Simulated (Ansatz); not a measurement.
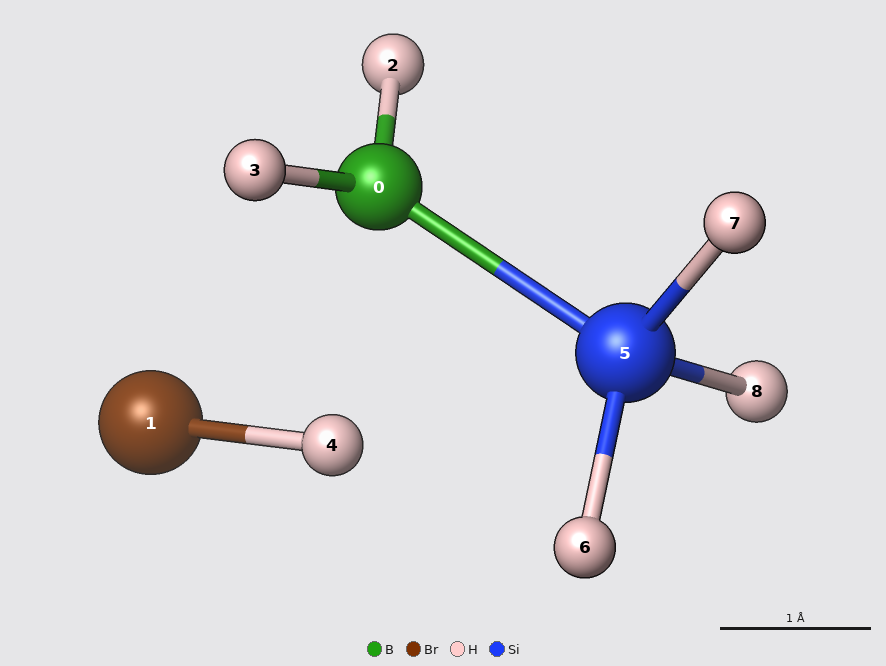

Starting geometry of the run. Atoms are numbered from 0, in the order of the input.

Input file:

```yaml
crystal:
  periodic: [false, false, false]
  atoms:
    - {symbol: B, position_ang: [-0.835342, -0.437291, -0.408036]}
    - {symbol: Br, position_ang: [0.097541, 0.725807, -2.574531]}
    - {symbol: H, position_ang: [-1.873273, 0.149012, -0.450974]}
    - {symbol: H, position_ang: [-0.735976, -1.526203, -0.884973]}
    - {symbol: H, position_ang: [0.579490, 0.490209, -1.212554]}
    - {symbol: Si, position_ang: [0.467296, 0.086007, 1.065555]}
    - {symbol: H, position_ang: [1.891853, -0.260388, 0.795520]}
    - {symbol: H, position_ang: [-0.002391, -0.746459, 2.211973]}
    - {symbol: H, position_ang: [0.410902, 1.519306, 1.457919]}
basis:
  gaussian: {orbitals: STO-3G}
hamiltonian: {xc: pbe, dispersion: d4}
```

Command:

```sh
ansatz run in.yaml --threads 3 --pin off --events-out ev --progress --plain --max-ram 6092MiB
```

Result:

```
Functional definition: PBE
  name "PBE"
  cite "Perdew, Burke & Ernzerhof, Phys. Rev. Lett. 77, 3865 (1996) doi:10.1103/PhysRevLett.77.3865"
  parent pbe
  parameter kappa = 0.804
  parameter beta = 0.06672455060314922
  exchange = pbe_x(kappa = kappa, mu = beta*pi^2/3)
  correlation = pbe_c(beta = beta)
421 factors; integrals over basis functions are off by at most 6.5e-5 eV
mean field evaluation 1: about -77811.4236 eV, gradient 1.8e1 eV
mean field evaluation 2: about -77811.4669 eV, gradient 1.7e1 eV
mean field evaluation 4: about -77812.5368 eV, gradient 6.8e-1 eV
mean field evaluation 8: about -77812.4741 eV, gradient 1.1e-2 eV
mean field -77812.47406190 eV, -2859.5556785855 hartree, gradient 1.5e-5 eV, S^2 0.000000; 0 other end points of the search recorded, 0 dependent functions left out
reference -77812.47408104 eV, -2859.5556792889 hartree; 30, 30 occupied and 8, 8 virtual orbitals, 421 factors
Total energy: -77812.64594431 eV, -2859.5619951478 hartree
```
